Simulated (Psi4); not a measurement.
# PH3 (phosphine): MP2/def2-TZVP (density fitting, density fitting for correlation, sweep point 1)

We compute a single-point energy of PH3 (phosphine). 

The results are computed with Psi4 1.11.

6 further runs of the same task are left out: 6 set aside as unsound or not needed.

## Step 1: The system as given

The species is PH3 (4 atoms), meant as a singlet with charge 0. As SMILES, `P`. The coordinates come from a PBE0-D4/def2-TZVP relaxation.

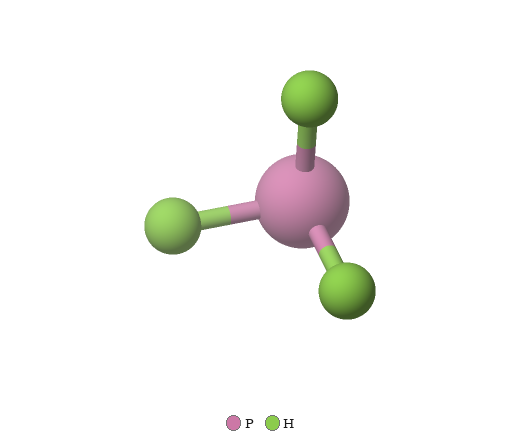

Viewed from a chosen angle; phosphorus pink, hydrogen green.

## Step 2: The energy at MP2/def2-TZVP (density fitting, density fitting for correlation, sweep point 1)

job.dat

```
memory 1600 MB

molecule mol {
  0 1
  P      0.346000    -0.326500    -0.332800
  H      0.630900    -0.034000     1.027000
  H     -1.005500    -0.663000    -0.057200
  H      0.028700     1.023500    -0.636900
  units angstrom
  symmetry c1
}

set globals {
  basis def2-TZVP
  scf_type df
  num_frozen_docc 5
  guess sad
}

energy_value, wavefunction = energy('mp2', return_wfn=True)
print_variables()
```

The run is started by

```sh
psi4 -i job.dat -o job.out -n 1
```

What values should one expect? Wanted: total energy; HOMO energy; LUMO energy; HOMO–LUMO gap; correlation energy.

Answer, from the run:

Level: MP2/def2-TZVP (density fitting, density fitting for correlation, sweep point 1), 5 core orbitals frozen.

| quantity | value |
| --- | --- |
| total energy | -342.64194 Eh |
| HOMO energy (Hartree–Fock orbitals) | -10.58 eV |
| LUMO energy (Hartree–Fock orbitals) | 3.88 eV |
| HOMO–LUMO gap (Hartree–Fock orbitals) | 14.47 eV |
| correlation energy (5 core orbitals frozen) | -159.0 mEh |
